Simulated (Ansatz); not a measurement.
# BCl2HS: single points with varied inputs

Aim: run BCl2HS under a spread of inputs, and see what each costs and gives.

Program: Ansatz 0.2.0, Gaussian basis. Level of theory: the settings change from run to run. These are calculated values, not measurements.

### 1 The molecule

The geometry comes from an earlier relaxation with PBE0-D4 in a triple-zeta def2 set; it is a stationary point.

SMILES `SB(Cl)Cl`, 5 atoms, charge 0, spin multiplicity 1.

Atoms are counted from 1 here; the program's logs count them from 0.

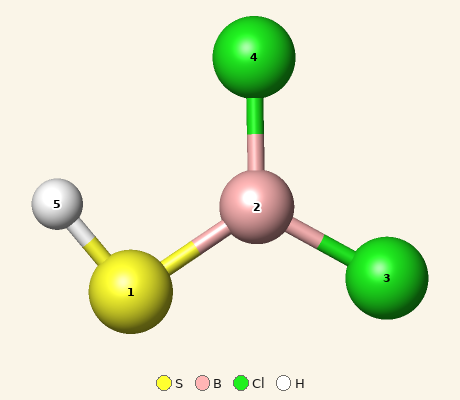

The geometry (sulfur yellow, boron pink, chlorine green, hydrogen white); atoms are numbered from 1 in the order of the file.

Coordinates:

```
atom    x (Å)    y (Å)    z (Å)
  S1  -0.1164   1.3756   0.2252
  B2   0.2421  -0.3742   0.1790
 Cl3   1.3487  -1.0037   1.3743
 Cl4  -0.4651  -1.4528  -0.9993
  H5  -0.9594   1.3816  -0.8206
```

### 2 CAM-B3LYP/def2-SVP

Set apart from the defaults: charge +1, multiplicity 2, a grid of angular degree 23, finite nuclei, high accuracy, the search for lower states set to light.

File in.yaml:

```yaml
crystal:
  periodic: [false, false, false]
  atoms:
    - {symbol: S, position_ang: [-0.116379, 1.375625, 0.225186]}
    - {symbol: B, position_ang: [0.242098, -0.374247, 0.179010]}
    - {symbol: Cl, position_ang: [1.348675, -1.003724, 1.374284]}
    - {symbol: Cl, position_ang: [-0.465063, -1.452836, -0.999269]}
    - {symbol: H, position_ang: [-0.959431, 1.381581, -0.820611]}
basis:
  gaussian: {orbitals: def2-SVP, final_grid: {core_spheres: 8, valence_spheres: 7, degree: 23}, nuclear_model: gaussian}
total_charge: 1
magnetization: {spin_polarized: true, initial_magnetization: 1}
hamiltonian: {xc: {name: CAM-B3LYP}}
accuracy: high
scf: {lower_state_search: light}
output: {forces: true}
```

Run with:

```
> ansatz run in.yaml --threads 4 --pin off --events-out ev --progress --plain --max-ram 10444MiB
```

Log (excerpt; [...] marks lines left out):

```text
Functional definition: CAM-B3LYP
  name "CAM-B3LYP"
  cite "Yanai, Tew & Handy, Chem. Phys. Lett. 393, 51 (2004) doi:10.1016/j.cplett.2004.06.011"
  cite "Iikura, Tsuneda, Yanai & Hirao, J. Chem. Phys. 115, 3540 (2001) doi:10.1063/1.1383587"
  cite "Becke, Phys. Rev. A 38, 3098 (1988) doi:10.1103/PhysRevA.38.3098"
  cite "Lee, Yang & Parr, Phys. Rev. B 37, 785 (1988) doi:10.1103/PhysRevB.37.785"
  cite "Vosko, Wilk & Nusair, Can. J. Phys. 58, 1200 (1980) doi:10.1139/p80-159"
[...]
  # Exact exchange under (alpha + beta erf(omega r))/r, Becke's under what is left of 1/r.
[...]
1480 factors; integrals over basis functions are off by at most 4.0e-9 eV
351 factors; integrals over basis functions are off by at most 1.4e-9 eV
[...]
mean field -36554.43442378 eV, -1343.3506875884 hartree, gradient 5.5e-8 eV, S^2 0.757072; 6 other end points of the search recorded, 0 dependent functions left out
[...]
reference -36554.43444056 eV, -1343.3506882049 hartree; 28, 27 occupied and 45, 46 virtual orbitals, 1480 factors
Total energy: -36554.43444056 eV, -1343.3506882049 hartree
Atom 0 at    -0.116379     1.375625     0.225186 Å, force    -0.079980     1.846982     0.420095 eV/Å
Atom 1 at     0.242098    -0.374247     0.179010 Å, force     0.813371    -3.575074     0.007490 eV/Å
Atom 2 at     1.348675    -1.003724     1.374284 Å, force    -0.500609     0.714918    -0.420916 eV/Å
Atom 3 at    -0.465063    -1.452836    -0.999269 Å, force     0.149014     0.874692     0.429581 eV/Å
Atom 4 at    -0.959431     1.381581    -0.820611 Å, force    -0.381796     0.138482    -0.436250 eV/Å
Dipole moment:    -0.350492     0.931061    -0.174198 e Å
```

Run time: 2.6 s. Hardware: 4 threads of Arm Neoverse V1, shared host.

Largest force 3.666 eV/Å, ⟨S²⟩ 0.757.

### 3 wB97X/cc-pVTZ-DK

Options: relativity set to scalar.

File in.yaml:

```yaml
crystal:
  periodic: [false, false, false]
  atoms:
    - {symbol: S, position_ang: [-0.116379, 1.375625, 0.225186]}
    - {symbol: B, position_ang: [0.242098, -0.374247, 0.179010]}
    - {symbol: Cl, position_ang: [1.348675, -1.003724, 1.374284]}
    - {symbol: Cl, position_ang: [-0.465063, -1.452836, -0.999269]}
    - {symbol: H, position_ang: [-0.959431, 1.381581, -0.820611]}
basis:
  gaussian: {orbitals: cc-pVTZ-DK}
hamiltonian: {xc: {name: wB97X}, pseudopotentials: {relativity: scalar}}
output: {forces: true}
```

Same command.

Log (excerpt; [...] marks lines left out):

```text
Functional definition: wB97X
  name "wB97X"
  cite "Chai & Head-Gordon, J. Chem. Phys. 128, 084106 (2008) doi:10.1063/1.2834918"
  cite "Becke, J. Chem. Phys. 107, 8554 (1997) doi:10.1063/1.475007"
[...]
  # The coefficients of nought are those of the uniform gas.
[...]
      + exact_x_lr(omega)
[...]
      + integral(e_c_pw_opposite_spin*poly(b97_u_opposite, 1, cos1, cos2, cos3, cos4))
1133 factors; their error is unknown
187 factors; integrals over basis functions are off by at most 3.4e-5 eV
[...]
mean field -36685.05319532 eV, -1348.1508389059 hartree, gradient 1.0e-5 eV, S^2 0.000000; 0 other end points of the search recorded, 0 dependent functions left out
[...]
reference -36685.05316899 eV, -1348.1508379383 hartree; 28, 28 occupied and 118, 118 virtual orbitals, 1133 factors
Total energy: -36685.05316899 eV, -1348.1508379383 hartree
Relativity: scalar
Atom 0 at    -0.116379     1.375625     0.225186 Å, force    -0.089503     0.072754    -0.092764 eV/Å
Atom 1 at     0.242098    -0.374247     0.179010 Å, force     0.004083     0.047460     0.019645 eV/Å
Atom 2 at     1.348675    -1.003724     1.374284 Å, force     0.071992    -0.062918     0.071891 eV/Å
Atom 3 at    -0.465063    -1.452836    -0.999269 Å, force    -0.040420    -0.074699    -0.072042 eV/Å
Atom 4 at    -0.959431     1.381581    -0.820611 Å, force     0.053849     0.017403     0.073271 eV/Å
Dipole moment:    -0.148906     0.143862    -0.144618 e Å
```

Wall time 4.1 s (4 threads of Arm Neoverse V1, shared host); peak memory 0.42 GiB.

Largest force 0.148 eV/Å, dipole 1.21 D.

### 4 BHLYP/cc-pVTZ-DK

Set apart from the defaults: D3(BJ) dispersion.

in.yaml, as its differences from that of step 3:

```diff
@@ -10,3 +10,2 @@
   gaussian: {orbitals: cc-pVTZ-DK}
-hamiltonian: {xc: {name: wB97X}, pseudopotentials: {relativity: scalar}}
-output: {forces: true}
+hamiltonian: {xc: {name: BHLYP}, dispersion: d3bj}
```

Same command.

Log:

```text
Functional definition: BHLYP
  name "BHLYP"
  cite "Becke, J. Chem. Phys. 98, 1372 (1993) doi:10.1063/1.464304"
  cite "Becke, Phys. Rev. A 38, 3098 (1988) doi:10.1103/PhysRevA.38.3098"
  cite "Lee, Yang & Parr, Phys. Rev. B 37, 785 (1988) doi:10.1103/PhysRevB.37.785"
  parameter a = 0.5
  exchange = (1 - a)*b88_x + a*exact_x
  correlation = lyp_c
1322 factors; their error is unknown
mean field evaluation 1: about -36683.7384 eV, gradient 1.3e1 eV
mean field evaluation 2: about -36684.1674 eV, gradient 7.6e0 eV
mean field evaluation 4: about -36684.2837 eV, gradient 7.9e-1 eV
mean field evaluation 8: about -36684.6600 eV, gradient 7.2e-1 eV
mean field evaluation 16: about -36684.6602 eV, gradient 7.9e-5 eV
mean field -36684.66022971 eV, -1348.1363976862 hartree, gradient 7.9e-5 eV, S^2 0.000000; 0 other end points of the search recorded, 0 dependent functions left out
reference -36684.66039137 eV, -1348.1364036270 hartree; 28, 28 occupied and 118, 118 virtual orbitals, 1322 factors
Total energy: -36684.90799841 eV, -1348.1455030177 hartree
Relativity: scalar
```

Wall time 1.4 s (4 threads of Arm Neoverse V1, shared host).

### 5 wPBEh/pcseg-2

Set apart from the defaults: charge +1, multiplicity 2, atoms shaken by 0.08 Å, high accuracy, the search for lower states set to off.

File in.yaml:

```yaml
crystal:
  periodic: [false, false, false]
  atoms:
    - {symbol: S, position_ang: [-0.063342, 1.446874, 0.261248]}
    - {symbol: B, position_ang: [0.329830, -0.451857, 0.195116]}
    - {symbol: Cl, position_ang: [1.258858, -0.845288, 1.479889]}
    - {symbol: Cl, position_ang: [-0.553122, -1.377217, -1.063302]}
    - {symbol: H, position_ang: [-1.079514, 1.591092, -0.739982]}
basis:
  gaussian: {orbitals: pcseg-2}
total_charge: 1
magnetization: {spin_polarized: true, initial_magnetization: 1}
hamiltonian: {xc: {name: wPBEh}}
accuracy: high
scf: {lower_state_search: off}
```

The command is unchanged.

Log (excerpt; [...] marks lines left out):

```text
Functional definition: wPBEh
  name "wPBEh"
  cite "Heyd, Scuseria & Ernzerhof, J. Chem. Phys. 118, 8207 (2003) doi:10.1063/1.1564060"
  cite "Krukau, Vydrov, Izmaylov & Scuseria, J. Chem. Phys. 125, 224106 (2006) doi:10.1063/1.2404663"
  cite "Heyd & Scuseria, J. Chem. Phys. 120, 7274 (2004) doi:10.1063/1.1668634"
  cite "Ernzerhof & Perdew, J. Chem. Phys. 109, 3313 (1998) doi:10.1063/1.476928"
  cite "Perdew, Burke & Ernzerhof, Phys. Rev. Lett. 77, 3865 (1996) doi:10.1103/PhysRevLett.77.3865"
  parent pbe
[...]
2445 factors; integrals over basis functions are off by at most 6.5e-9 eV
93 factors; integrals over basis functions are off by at most 1.6e-9 eV
[...]
mean field -36556.28583116 eV, -1343.4187255545 hartree, gradient 9.1e-8 eV, S^2 0.756515; 0 other end points of the search recorded, 0 dependent functions left out
reference -36556.28583451 eV, -1343.4187256779 hartree; 28, 27 occupied and 118, 119 virtual orbitals, 2445 factors
Total energy: -36556.28583451 eV, -1343.4187256779 hartree
Checks for a lower state left out: stability, starts, cluster_reference, orbital_swaps, neighbouring_geometries, increment
```

It took 6 s on 4 threads of Arm Neoverse V1, shared host; peak memory 0.64 GiB.

⟨S²⟩ 0.757.

### 6 wPBEh/def2-mTZVPP

File in.yaml:

```yaml
crystal:
  periodic: [false, false, false]
  atoms:
    - {symbol: S, position_ang: [-0.116379, 1.375625, 0.225186]}
    - {symbol: B, position_ang: [0.242098, -0.374247, 0.179010]}
    - {symbol: Cl, position_ang: [1.348675, -1.003724, 1.374284]}
    - {symbol: Cl, position_ang: [-0.465063, -1.452836, -0.999269]}
    - {symbol: H, position_ang: [-0.959431, 1.381581, -0.820611]}
basis:
  gaussian: {orbitals: def2-mTZVPP}
hamiltonian: {xc: {name: wPBEh}}
output: {forces: true}
```

Launched as before.

Log (excerpt; [...] marks lines left out):

```text
Functional definition: wPBEh
  name "wPBEh"
  cite "Heyd, Scuseria & Ernzerhof, J. Chem. Phys. 118, 8207 (2003) doi:10.1063/1.1564060"
  cite "Krukau, Vydrov, Izmaylov & Scuseria, J. Chem. Phys. 125, 224106 (2006) doi:10.1063/1.2404663"
  cite "Heyd & Scuseria, J. Chem. Phys. 120, 7274 (2004) doi:10.1063/1.1668634"
  cite "Ernzerhof & Perdew, J. Chem. Phys. 109, 3313 (1998) doi:10.1063/1.476928"
  cite "Perdew, Burke & Ernzerhof, Phys. Rev. Lett. 77, 3865 (1996) doi:10.1103/PhysRevLett.77.3865"
  parent pbe
[...]
946 factors; integrals over basis functions are off by at most 8.1e-4 eV
73 factors; integrals over basis functions are off by at most 4.6e-7 eV
[...]
mean field -36565.88850020 eV, -1343.7716171330 hartree, gradient 3.1e-5 eV, S^2 0.000000; 0 other end points of the search recorded, 0 dependent functions left out
[...]
reference -36565.88853289 eV, -1343.7716183343 hartree; 28, 28 occupied and 77, 77 virtual orbitals, 946 factors
Total energy: -36565.88853289 eV, -1343.7716183343 hartree
Atom 0 at    -0.116379     1.375625     0.225186 Å, force     0.025568     0.128534     0.065863 eV/Å
Atom 1 at     0.242098    -0.374247     0.179010 Å, force     0.010289     0.003220     0.014842 eV/Å
Atom 2 at     1.348675    -1.003724     1.374284 Å, force     0.087950    -0.057639     0.093189 eV/Å
Atom 3 at    -0.465063    -1.452836    -0.999269 Å, force    -0.057074    -0.091887    -0.097473 eV/Å
Atom 4 at    -0.959431     1.381581    -0.820611 Å, force    -0.066733     0.017772    -0.076421 eV/Å
Dipole moment:    -0.150460     0.159938    -0.142019 e Å
```

It took 1.4 s on 4 threads of Arm Neoverse V1, shared host.

Largest force 0.147 eV/Å, dipole 1.26 D.

### 7 B2PLYP/aug-cc-pVDZ

Options: charge -1, multiplicity 2.

in.yaml, as its differences from that of step 6:

```diff
@@ -9,4 +9,6 @@
 basis:
-  gaussian: {orbitals: def2-mTZVPP}
-hamiltonian: {xc: {name: wPBEh}}
+  gaussian: {orbitals: aug-cc-pVDZ}
+total_charge: -1
+magnetization: {spin_polarized: true, initial_magnetization: 1}
+hamiltonian: {xc: {name: B2PLYP}}
 output: {forces: true}
```

The command is unchanged.

Log (excerpt; [...] marks lines left out):

```text
Functional definition: B2PLYP
  name "B2PLYP"
  cite "Grimme, J. Chem. Phys. 124, 034108 (2006) doi:10.1063/1.2148954"
  cite "Becke, Phys. Rev. A 38, 3098 (1988) doi:10.1103/PhysRevA.38.3098"
  cite "Lee, Yang & Parr, Phys. Rev. B 37, 785 (1988) doi:10.1103/PhysRevB.37.785"
[...]
1126 factors; integrals over basis functions are off by at most 1.2e-3 eV
[...]
mean field -36559.22073498 eV, -1343.5265812807 hartree, gradient 5.0e-6 eV, S^2 0.757486; 15 other end points of the search recorded, 0 dependent functions left out
16 core orbitals not correlated: weight in the atoms' cores, before any rotation towards them, 1.000 or more for the frozen orbitals, at most 0.000 for the correlated occupied ones
reference -36559.22089290 eV, -1343.5265870843 hartree; 13, 12 occupied and 84, 85 virtual orbitals, 1126 factors
second order -17.80641034 eV of doubles, -0.00000000 eV of singles
[...]
Total energy: -36564.02862370 eV, -1343.7032679321 hartree
Atom 0 at    -0.116379     1.375625     0.225186 Å, force    -0.330276     1.905140     0.127006 eV/Å
Atom 1 at     0.242098    -0.374247     0.179010 Å, force    -0.014313     0.034061    -0.007491 eV/Å
Atom 2 at     1.348675    -1.003724     1.374284 Å, force     1.381963    -0.777500     1.493545 eV/Å
Atom 3 at    -0.465063    -1.452836    -0.999269 Å, force    -0.877484    -1.283774    -1.446304 eV/Å
Atom 4 at    -0.959431     1.381581    -0.820611 Å, force    -0.159890     0.122073    -0.166755 eV/Å
Dipole moment:    -0.082567    -0.058936    -0.117987 e Å
```

Wall time 27 s (4 threads of Arm Neoverse V1, shared host); peak memory 0.55 GiB.

Largest force 2.178 eV/Å, ⟨S²⟩ 0.757.

### 8 revPBE0/aug-cc-pVDZ

Options: density fitting with cc-pVTZ-jkfit.

in.yaml, as its differences from that of step 7:

```diff
@@ -9,6 +9,4 @@
 basis:
-  gaussian: {orbitals: aug-cc-pVDZ}
-total_charge: -1
-magnetization: {spin_polarized: true, initial_magnetization: 1}
-hamiltonian: {xc: {name: B2PLYP}}
+  gaussian: {orbitals: aug-cc-pVDZ, fitting: {mean_field: cc-pVTZ-jkfit}}
+hamiltonian: {xc: {name: revPBE0}}
 output: {forces: true}
```

The command is unchanged.

Log (excerpt; [...] marks lines left out):

```text
Functional definition: revPBE0
  name "revPBE0"
  cite "Zhang & Yang, Phys. Rev. Lett. 80, 890 (1998) doi:10.1103/PhysRevLett.80.890"
  cite "Adamo & Barone, J. Chem. Phys. 110, 6158 (1999) doi:10.1063/1.478522"
  cite "Perdew, Burke & Ernzerhof, Phys. Rev. Lett. 77, 3865 (1996) doi:10.1103/PhysRevLett.77.3865"
[...]
472 factors; integrals over basis functions are off by at most 2.7e-1 eV
[...]
mean field -36570.97935690 eV, -1343.9587026661 hartree, gradient 7.8e-5 eV, S^2 0.000000; 0 other end points of the search recorded, 0 dependent functions left out
[...]
reference -36570.97942057 eV, -1343.9587050056 hartree; 28, 28 occupied and 85, 85 virtual orbitals, 472 factors
Total energy: -36570.97942057 eV, -1343.9587050056 hartree
Atom 0 at    -0.116379     1.375625     0.225186 Å, force     0.104721     0.379827     0.234804 eV/Å
Atom 1 at     0.242098    -0.374247     0.179010 Å, force    -0.008597     0.053440     0.005411 eV/Å
Atom 2 at     1.348675    -1.003724     1.374284 Å, force     0.284403    -0.173996     0.304090 eV/Å
Atom 3 at    -0.465063    -1.452836    -0.999269 Å, force    -0.178228    -0.286362    -0.302054 eV/Å
Atom 4 at    -0.959431     1.381581    -0.820611 Å, force    -0.202299     0.027091    -0.242251 eV/Å
Dipole moment:    -0.146605     0.153965    -0.138916 e Å
```

Wall time 1.1 s (4 threads of Arm Neoverse V1, shared host).

Largest force 0.459 eV/Å, dipole 1.22 D.

### 9 wB97M-V/aug-cc-pVDZ

Options: multiplicity 3, density fitting with cc-pVTZ-jkfit, relativity set to none.

in.yaml, as its differences from that of step 8:

```diff
@@ -10,3 +10,4 @@
   gaussian: {orbitals: aug-cc-pVDZ, fitting: {mean_field: cc-pVTZ-jkfit}}
-hamiltonian: {xc: {name: revPBE0}}
+magnetization: {spin_polarized: true, initial_magnetization: 2}
+hamiltonian: {xc: {name: wB97M-V}, pseudopotentials: {relativity: none}}
 output: {forces: true}
```

Same command.

Log (excerpt; [...] marks lines left out):

```text
Functional definition: wB97M-V
  name "wB97M-V"
  cite "Mardirossian & Head-Gordon, J. Chem. Phys. 144, 214110 (2016) doi:10.1063/1.4952647"
  cite "Becke, J. Chem. Phys. 107, 8554 (1997) doi:10.1063/1.475007"
  cite "Vydrov & Van Voorhis, J. Chem. Phys. 133, 244103 (2010) doi:10.1063/1.3521275"
  # Of w^i u^j: cxij and so on, Table III.
[...]
  gx(w, u) = 1 - cx + cx01*u + cx10*w
  gss(w, u) = css00 + css04*u^4 + css10*w + css20*w^2 + css43*w^4*u^3
  gos(w, u) = cos00 + cos10*w + (cos20 + cos21*u)*w^2 + (cos60 + cos61*u)*w^6
[...]
      + integral(e_c_pw_mod_opposite_spin*gos(b97_w_opposite, b97_u_opposite)) + vv10(b, c)
472 factors; integrals over basis functions are off by at most 2.7e-1 eV
472 factors; integrals over basis functions are off by at most 4.5e-3 eV
[...]
mean field -36569.49827876 eV, -1343.9042740483 hartree, gradient 2.7e-6 eV, S^2 2.004866; 6 other end points of the search recorded, 0 dependent functions left out
[...]
reference -36569.49835867 eV, -1343.9042769849 hartree; 29, 27 occupied and 84, 86 virtual orbitals, 472 factors
Total energy: -36569.49835867 eV, -1343.9042769849 hartree
Atom 0 at    -0.116379     1.375625     0.225186 Å, force    -0.274308     2.359798     0.326883 eV/Å
Atom 1 at     0.242098    -0.374247     0.179010 Å, force     0.483583    -2.091511     0.011455 eV/Å
Atom 2 at     1.348675    -1.003724     1.374284 Å, force     0.800472    -0.024127     0.983993 eV/Å
Atom 3 at    -0.465063    -1.452836    -0.999269 Å, force    -0.704492    -0.365583    -0.973284 eV/Å
Atom 4 at    -0.959431     1.381581    -0.820611 Å, force    -0.305255     0.121423    -0.349048 eV/Å
Dipole moment:    -0.319406     0.901255    -0.143671 e Å
```

Wall time 20 s (4 threads of Arm Neoverse V1, shared host); peak memory 0.48 GiB.

Largest force 2.398 eV/Å, dipole 4.64 D, ⟨S²⟩ 2.005.

### 10 LC-wPBE/def2-mTZVP

Options: unrestricted orbitals, density fitting with cc-pVTZ-jkfit, relativity set to none.

in.yaml, as its differences from that of step 9:

```diff
@@ -9,5 +9,4 @@
 basis:
-  gaussian: {orbitals: aug-cc-pVDZ, fitting: {mean_field: cc-pVTZ-jkfit}}
-magnetization: {spin_polarized: true, initial_magnetization: 2}
-hamiltonian: {xc: {name: wB97M-V}, pseudopotentials: {relativity: none}}
-output: {forces: true}
+  gaussian: {orbitals: def2-mTZVP, fitting: {mean_field: cc-pVTZ-jkfit}}
+magnetization: {spin_polarized: true, initial_magnetization: 0}
+hamiltonian: {xc: {name: LC-wPBE}, pseudopotentials: {relativity: none}}
```

The command is unchanged.

Log (excerpt; [...] marks lines left out):

```text
Functional definition: LC-wPBE
  name "LC-wPBE"
  cite "Vydrov & Scuseria, J. Chem. Phys. 125, 234109 (2006) doi:10.1063/1.2409292"
  cite "Heyd & Scuseria, J. Chem. Phys. 120, 7274 (2004) doi:10.1063/1.1668634"
  cite "Ernzerhof & Perdew, J. Chem. Phys. 109, 3313 (1998) doi:10.1063/1.476928"
  cite "Perdew, Burke & Ernzerhof, Phys. Rev. Lett. 77, 3865 (1996) doi:10.1103/PhysRevLett.77.3865"
  parent pbe
[...]
472 factors; integrals over basis functions are off by at most 2.7e-1 eV
472 factors; integrals over basis functions are off by at most 5.5e-6 eV
[...]
mean field -36566.33909873 eV, -1343.7881763234 hartree, gradient 3.6e-5 eV, S^2 0.000000; 0 other end points of the search recorded, 0 dependent functions left out
reference -36566.33909873 eV, -1343.7881763236 hartree; 28, 28 occupied and 60, 60 virtual orbitals, 472 factors
Total energy: -36566.33909873 eV, -1343.7881763236 hartree
```

It took 1.1 s on 4 threads of Arm Neoverse V1, shared host.

⟨S²⟩ 0.000.

### 11 All runs side by side

```
              level  charge  multiplicity  geometry  functions  energy (eV)   time
 CAM-B3LYP/def2-SVP       1             2   relaxed         73   -36554.434  2.6 s
   wB97X/cc-pVTZ-DK       0             1   relaxed        146   -36685.053  4.1 s
   BHLYP/cc-pVTZ-DK       0             1   relaxed        146   -36684.908  1.4 s
      wPBEh/pcseg-2       1             2    shaken        146   -36556.286    6 s
  wPBEh/def2-mTZVPP       0             1   relaxed        105   -36565.889  1.4 s
 B2PLYP/aug-cc-pVDZ      -1             2   relaxed        113   -36564.029   27 s
revPBE0/aug-cc-pVDZ       0             1   relaxed        113   -36570.979  1.1 s
wB97M-V/aug-cc-pVDZ       0             3   relaxed        113   -36569.498   20 s
 LC-wPBE/def2-mTZVP       0             1   relaxed         88   -36566.339  1.1 s
```

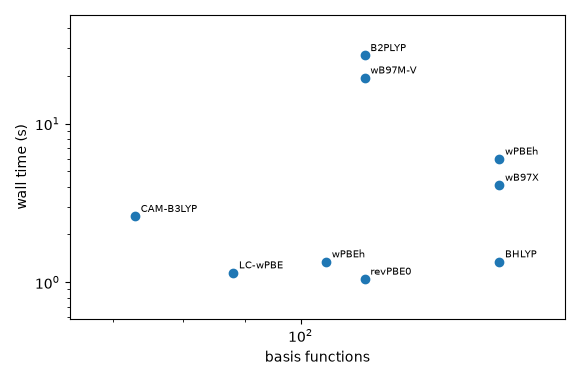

Wall time against the number of basis functions (shared host).

### 12 What came out

| quantity | value |
| --- | --- |
| runs | 9 |
| quickest | revPBE0/aug-cc-pVDZ, 1.1 s |
| slowest | B2PLYP/aug-cc-pVDZ, 27 s |
| spread of total energies, same state and geometry | 119.2 eV |
| dipole, same state and geometry | 1.21 to 1.26 D |

**Reading.** B2PLYP/aug-cc-pVDZ took 26 times as long as revPBE0/aug-cc-pVDZ. The jobs differ in tasks and options as well as level. The totals spread over 119 eV; they can't be compared across methods or bases. Some of these runs are scalar-relativistic and others not, which shifts the totals of all-electron atoms past neon by eV; core potentials, where a basis has them, take the core out of the total altogether. At the PBE0-D4/def2-TZVP geometry and in the same state, runs without warnings or point charges leave forces up to 0.46 eV/Å (revPBE0/aug-cc-pVDZ). At that geometry and state the dipole changes by 4 % between the lowest and highest value.
